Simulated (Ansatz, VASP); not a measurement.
# Nb (Nb(111)): VASP beside Ansatz

One calculation is typed for both programs; each brings its own data sets and cutoff. How far apart do they land?

Calculated with Ansatz 0.2.0; plane waves, with VASP 6.6.1 beside it; single point at PBE, single point at RPBE and single point at r2SCAN.

**1. The starting structure**

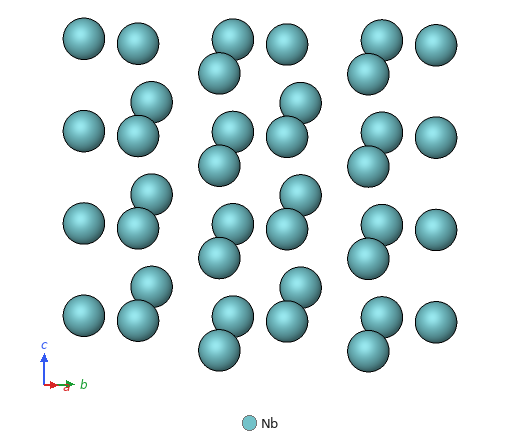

Start, viewed from the side, with the c axis up; niobium teal. 1×2×1 cells are drawn. Some periodic images of atoms are drawn too.

The cell holds 11 atoms: 11 Nb. Its edges and angles: a = 4.667 Å, b = 4.667 Å, c = 27.526 Å, α = 90.0°, β = 90.0°, γ = 60.0°. Vacuum lies along c.

Structure file:

```cif
data_structure
_symmetry_space_group_name_H-M 'P 1'
_symmetry_Int_Tables_number 1
_cell_length_a 4.6669
_cell_length_b 4.6669
_cell_length_c 27.5263
_cell_angle_alpha 90.000
_cell_angle_beta 90.000
_cell_angle_gamma 60.000
_cell_volume 519.20
loop_
_atom_site_label
_atom_site_type_symbol
_atom_site_fract_x
_atom_site_fract_y
_atom_site_fract_z
_atom_site_occupancy
Nb1 Nb 0.66667 0.66667 0.32696 1
Nb2 Nb 0.00000 0.00000 0.36157 1
Nb3 Nb 0.33333 0.33333 0.39618 1
Nb4 Nb 0.66667 0.66667 0.43078 1
Nb5 Nb 0.00000 0.00000 0.46539 1
Nb6 Nb 0.33333 0.33333 0.50000 1
Nb7 Nb 0.66667 0.66667 0.53461 1
Nb8 Nb 0.00000 0.00000 0.56922 1
Nb9 Nb 0.33333 0.33333 0.60382 1
Nb10 Nb 0.66667 0.66667 0.63843 1
Nb11 Nb 0.00000 0.00000 0.67304 1
```

**2. Ansatz: single point, PBE**

Ansatz runs on its default PAW (the set named soft_2) files.

A single point gives forces, pressure and levels at one fixed geometry, so differences don't come from the geometry; what else differs is listed under the comparison.

input.yaml reads:

```yaml
crystal:
  lattice:
    - [4.6669047558, 0.0, 0.0]
    - [2.3334523779, 4.0416580756, 0.0]
    - [0.0, 0.0, 27.5262794416]
  atoms:
    - { symbol: Nb, position: [0.6666666667, 0.6666666667, 0.3269602788] }
    - { symbol: Nb, position: [0.0, 0.0, 0.361568223] }
    - { symbol: Nb, position: [0.3333333333, 0.3333333333, 0.3961761673] }
    - { symbol: Nb, position: [0.6666666667, 0.6666666667, 0.4307841115] }
    - { symbol: Nb, position: [0.0, 0.0, 0.4653920558] }
    - { symbol: Nb, position: [0.3333333333, 0.3333333333, 0.5] }
    - { symbol: Nb, position: [0.6666666667, 0.6666666667, 0.5346079442] }
    - { symbol: Nb, position: [0.0, 0.0, 0.5692158885] }
    - { symbol: Nb, position: [0.3333333333, 0.3333333333, 0.6038238327] }
    - { symbol: Nb, position: [0.6666666667, 0.6666666667, 0.638431777] }
    - { symbol: Nb, position: [0.0, 0.0, 0.6730397212] }
hamiltonian:
  xc: pbe
  pseudopotentials: { kind: paw }
kpoints:
  mp_grid: { grid: [6, 6, 1] }
scf:
  occupations: { method: methfessel_paxton, width: 0.02 }
  n_extra_bands: 6
efield:
  axis: 3
  dipole_correction: true
  ramp_width: 0.04
output:
  forces: true
  eigenvalues: true
```

The run is started by

```sh
$ ansatz run input.yaml --threads 4 --pin off --max-ram 9216MiB --backend cpu --events-out ev --progress --plain --runs-dir out
```

Numbers of over 12 decimals in the logs are rounded to 6 here.

Log:

```text
scf.n_extra_bands = 6 over 72 filled bands (N_el = 143.0): the run solves 78 bands
Engine: ansatz 0.2.0, aarch64-unknown-linux-gnu
Pseudopotentials: kind: paw
Pseudopotential: Nb, paw, valence charge 13, recommended cutoff 420 eV (normal), Nb.paw.azcp
Functional definition: PBE
  parameter kappa = 0.804
  parameter beta = 0.066725
  exchange = pbe_x(kappa = kappa, mu = beta*pi^2/3)
  correlation = pbe_c(beta = beta)
Crystal: 11 atoms, lattice volume = 519.202 Å³
Basis set: ecut = 420 eV, 10177 PW (Γ), exchange–correlation on 64×64×384 points (8 copies of the dense FFT grid, shifted against one another)
Bands: 78, of which v1, the nominal top of the filled ones, is band 72 counted from 1 (71 counted from 0)
Symmetry: 6 space group operations
k-points: 7 of 36 (time reversal used)
Non-local potential: Nb, projectors of the file, l = 0: 3, l = 1: 2, l = 2: 2, l = 3: 1
PAW form: soft (Blöchl's): semilocal exchange-correlation on the pseudo side does not see the compensation charge
PAW one-centre angular grid: Nb, 590 points (default); XC on 64 Gauss nodes
Initial density: superposition of atomic densities (neutral atoms: chi_scale 0, normalization atom), corrected by the library's trained network
Initial wavefunctions: pseudopotential atomic-orbital guess
Functional: x = pbe(κ = 0.804, μ = 0.219515), c = pbe(β = 0.066725)
SCF iter   1: F=—  HF=-50069.005584 eV  |F-HF|=—  |Δ(HF+E_count)|=         —  Δρ=9.89e-3  dr2=8.55e0  ethr=1.77e-3  p=0.000 e·Å  D=1.43e-13 V/Å  ΔV_dip=-0.00 eV  dr2_dipole=4.96e-9  V_vac-E_F(+/−)=3.81/3.81 eV  ⟨swp⟩=10.1  Hψ=2677  notcnv=0
efield: sawtooth ramp at fractional position 0.9800 (placed from the atoms, in the widest stretch of the axis that holds none; the zero of the levels goes with the place), width 0.0400; the density the first Hamiltonian is built on has a dipole p = 0.000 e·Å; the dipole correction subtracts the counter field D = 1.43e-13 V/Å, which shifts the + side's vacuum level by -0.00 eV against the − side's; the planar-averaged density in the ramp window peaks in size at 1.2e-5 e/Å³
preconditioner: auto → LDOS  [insulator: Δε(μ)=0.016 eV  Ē_g=2.288 eV  σ=0.020 eV  W_gap=0.55  n_scr=96 (ndim 8)  ℏωp=12.1 eV  f_vac=0.536  D(μ)=20.35/eV (n_scr^D=136)  ε∞_Penn≈28.9  β→1.0]
SCF iter   2: F=—  HF=-50068.901615 eV  |F-HF|=—  |Δ(HF+E_count)|=   1.04e-1  S|Δr|=    0.00e0  Δρ=7.79e-3  dr2=3.06e0  ethr=1.77e-3  p=0.000 e·Å  D=1.54e-5 V/Å  ΔV_dip=-0.00 eV  dr2_dipole=6.06e-6  V_vac-E_F(+/−)=3.32/3.32 eV  ⟨swp⟩=2.3  Hψ=712  notcnv=0  defer=6
SCF iter   3: F=—  HF=-50068.829588 eV  |F-HF|=—  |Δ(HF+E_count)|=   7.20e-2  S|Δr|=    0.00e0  Δρ=2.44e-3  dr2=1.72e-1  ethr=1.77e-3  p=0.000 e·Å  D=1.59e-5 V/Å  ΔV_dip=-0.00 eV  dr2_dipole=2.16e-7  V_vac-E_F(+/−)=3.42/3.42 eV  ⟨swp⟩=1.3  Hψ=544  notcnv=0  defer=6
SCF iter   4: F=—  HF=-50068.834297 eV  |F-HF|=—  |Δ(HF+E_count)|=   4.71e-3  S|Δr|=    0.00e0  Δρ=1.11e-3  dr2=1.64e-2  ethr=1.20e-4  p=-0.000 e·Å  D=-9.58e-6 V/Å  ΔV_dip=0.00 eV  dr2_dipole=6.45e-6  V_vac-E_F(+/−)=3.36/3.36 eV  ⟨swp⟩=2.1  Hψ=748  notcnv=0  defer=8
SCF iter   5: F=—  HF=-50068.833086 eV  |F-HF|=—  |Δ(HF+E_count)|=   1.21e-3  S|Δr|=    0.00e0  Δρ=3.41e-4  dr2=3.58e-3  ethr=1.15e-5  p=0.000 e·Å  D=3.60e-5 V/Å  ΔV_dip=-0.00 eV  dr2_dipole=1.30e-5  V_vac-E_F(+/−)=3.38/3.38 eV  ⟨swp⟩=2.4  Hψ=765  notcnv=0  defer=8
SCF iter   6: F=—  HF=-50068.833152 eV  |F-HF|=—  |Δ(HF+E_count)|=   6.66e-5  S|Δr|=    0.00e0  Δρ=8.46e-5  dr2=1.20e-4  ethr=2.50e-6  p=-0.000 e·Å  D=-8.60e-5 V/Å  ΔV_dip=0.00 eV  dr2_dipole=4.73e-5  V_vac-E_F(+/−)=3.37/3.37 eV  ⟨swp⟩=2.0  Hψ=644  notcnv=0  defer=8
SCF iter   7: F=—  HF=-50068.833167 eV  |F-HF|=—  |Δ(HF+E_count)|=   1.47e-5  S|Δr|=    0.00e0  Δρ=4.20e-5  dr2=1.51e-4  ethr=8.42e-8  p=0.000 e·Å  D=1.22e-4 V/Å  ΔV_dip=-0.00 eV  dr2_dipole=9.12e-5  V_vac-E_F(+/−)=3.37/3.37 eV  ⟨swp⟩=2.3  Hψ=734  notcnv=0  defer=8
SCF iter   8: F=—  HF=-50068.833168 eV  |F-HF|=—  |Δ(HF+E_count)|=   1.35e-6  S|Δr|=    0.00e0  Δρ=1.70e-5  dr2=1.24e-5  ethr=8.42e-8  p=-0.000 e·Å  D=-3.59e-5 V/Å  ΔV_dip=0.00 eV  dr2_dipole=4.92e-6  V_vac-E_F(+/−)=3.37/3.37 eV  ⟨swp⟩=1.4  Hψ=553  notcnv=0  defer=8
SCF iter   9: F=—  HF=-50068.833904 eV  |F-HF|=—  |Δ(HF+E_count)|=   7.36e-4  S|Δr|=    0.00e0  Δρ=9.28e-6  dr2=1.98e-6  ethr=8.65e-9  p=-0.000 e·Å  D=-1.28e-5 V/Å  ΔV_dip=0.00 eV  dr2_dipole=2.80e-7  V_vac-E_F(+/−)=3.37/3.37 eV  ⟨swp⟩=2.0  Hψ=667  notcnv=0  defer=8
SCF iter  10: F=—  HF=-50068.833904 eV  |F-HF|=—  |Δ(HF+E_count)|=   2.49e-7  S|Δr|=    0.00e0  Δρ=4.31e-6  dr2=1.54e-7  ethr=1.39e-9  p=-0.000 e·Å  D=-6.04e-7 V/Å  ΔV_dip=0.00 eV  dr2_dipole=1.30e-10  V_vac-E_F(+/−)=3.37/3.37 eV  ⟨swp⟩=2.0  Hψ=649  notcnv=0  defer=8
SCF iter  11: F=-50068.833904 eV  HF=-50068.833904 eV  |F-HF|=3.86e-8  |Δ(HF+E_count)|=   1.86e-7  S|Δr|=    0.00e0  Δρ=2.04e-6  dr2=4.20e-8  ethr=6.99e-11  p=-0.000 e·Å  D=-7.99e-7 V/Å  ΔV_dip=0.00 eV  dr2_dipole=2.58e-12  V_vac-E_F(+/−)=3.37/3.37 eV  ⟨swp⟩=13.1  Hψ=2115  notcnv=0
SCF 1 converged in 11 iterations: F = -50068.833904 eV  dr2 = 4.20e-8
  greatest PAW one-centre occupation: 0.998 electrons in one spin orbital (limit 2), on the Nb atom at site 5 (counted from 0), in its partial waves of l = 0
SCF converged after 11 iterations
Stability not checked: this state was not tested for a lower state beside it, because cold or Methfessel-Paxton smearing, or corrected tetrahedra, fill the levels in a way that the test cannot read (fill_not_monotonic; see scf.lower_state_search)
Free energy (F): -50068.833904 eV
Harris-Foulkes:  -50068.833904 eV  (|F-HF|=3.86e-8)
Internal energy: -50068.833528 eV  (E = F + TS)
E sigma→0 (E₀):  -50068.833810 eV
Entropy (-TS):   -0.000376 eV (-0.034 meV/atom)
Fermi energy:    4.794403 eV
Dipole field:    D = 0.000001 V/Å  (p = 0.000002 e·Å, saw-weighted, corrected)
Work function:   Φ+ = 3.3691 eV   Φ− = 3.3691 eV
Levels:          The Fermi level and band energies are counted from a zero that moves with the ramp; work functions are not
--- Per-component energies (eV) ---
  E_band       = -2608.350798
  E_kinetic    = 4327.296899
  E_local      = -179827.096541  (includes V_loc(G=0)·N_el)
  E_nonlocal   = 1325.291704
  E_hartree    = 87540.558017
  E_xc         = -1921.423138
  E_vxc        = -2329.568686  (∫ρ·V_xc dr)
  E_paw        = -33808.542385  (= ΣΔE_a)
  E_vpaw       = -1185.419420  (= ΣTr[D̂ρ^β])
  E_aug_tail   = 0.000074  (compensation charges beyond the density's cutoff)
  E_efield     = 0.000000  (sawtooth field / dipole correction)
  E_vefield    = 0.000000  (∫n·V_field dr)
  E_ewald      = 72295.081842
  E_smearing   = -0.000376  (= −TS)
  E_closure    = -0.000000  (closes the sum)
  Σ components = -50068.833904   (vs F -50068.833904, Δ=0.00e0)
--- Forces (eV/Å), atoms counted from 1 ---
  atom   1  Nb     0.00000000    -0.00000000     1.62881673
  atom   2  Nb     0.00000000     0.00000000     0.17998855
  atom   3  Nb    -0.00000000     0.00000000    -1.01304561
  atom   4  Nb    -0.00000000    -0.00000000    -0.52903558
  atom   5  Nb    -0.00000000    -0.00000000    -0.38511418
  atom   6  Nb     0.00000000     0.00000000     0.00000108
  atom   7  Nb     0.00000000     0.00000000     0.38514504
  atom   8  Nb     0.00000000     0.00000000     0.52903645
  atom   9  Nb     0.00000000     0.00000000     1.01303328
  atom  10  Nb     0.00000000     0.00000000    -0.18000552
  atom  11  Nb    -0.00000000     0.00000000    -1.62883638
  max |Σ_I F_I| component: 1.61e-5 eV/Å
--- Band table (eV; the first three rows and the last of 7) ---
  k-point 0: bands = [... 68 lower, 4.2169, 4.3857, 4.3857, 4.5091, 4.5091, 4.9362, 4.9362, 4.9582, ... 2 higher]
  k-point 1: bands = [... 68 lower, 4.5380, 4.5666, 4.6032, 4.7524, 4.8690, 4.9354, 5.0184, 5.1390, ... 2 higher]
  k-point 2: bands = [... 68 lower, 4.4878, 4.5450, 4.7900, 5.0474, 5.0496, 5.3123, 5.3926, 5.4738, ... 2 higher]
  k-point 6: bands = [... 68 lower, 4.4972, 4.5321, 4.5321, 4.8562, 4.8589, 4.8589, 4.8639, 5.2953, ... 2 higher]
```

The job ended after 6.5 s (4 threads of Arm Neoverse V2, shared host; peak memory 1.1 GiB).

Reading the cycles: dr2 is the Hartree energy of the density residual (eV), the measure of convergence; HF is the Harris–Foulkes estimate of the energy, which meets the free energy F at convergence.

[end of part 1 of 3]

[Lines on the potential files, build, host, timing and source positions are cut from VASP's logs without a mark.]

[Logs are printed without paths, hosts, clocks, repeated set-up lines and the standing remarks that a program may print on its own settings, such as how far it seeks lower states.]

[Hosts, paths, dates, database ids (printed as entryN), source tags and the programs' standing remarks are cut or masked in the printed files.]
